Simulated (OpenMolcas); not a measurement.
## How basis sets differ on BSiH3 (SMILES B[SiH])

The species is BSiH3 (5 atoms), meant as a triplet with charge 0. SMILES: `B[SiH]`. The coordinates come from a GFN2-xTB relaxation.

Each level gives the dipole moment (D). The values are calculated.

```tsv
level	kind	program	value (D)
UHF/ANO-L-MB	Hartree–Fock	OpenMolcas	1.92
UHF/STO-3G	Hartree–Fock	OpenMolcas	1.18
UHF/3-21G	Hartree–Fock	OpenMolcas	0.29
UHF/def2-SVP	Hartree–Fock	OpenMolcas	0.43
UHF/6-31++G** (Cholesky decomposition, spherical functions)	Hartree–Fock	OpenMolcas	0.36
```

The values span 0.29 to 1.92 D. Magnitudes only: a small dipole may point the other way at some levels. Sets without polarisation functions give poor dipoles.

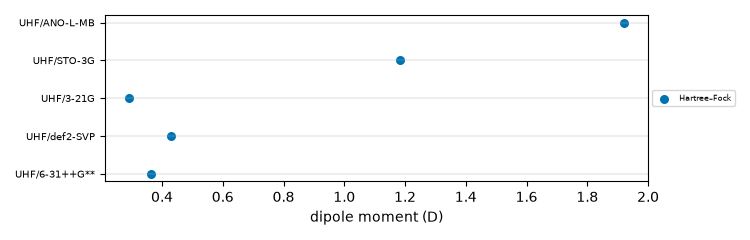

The values of the table, level by level.
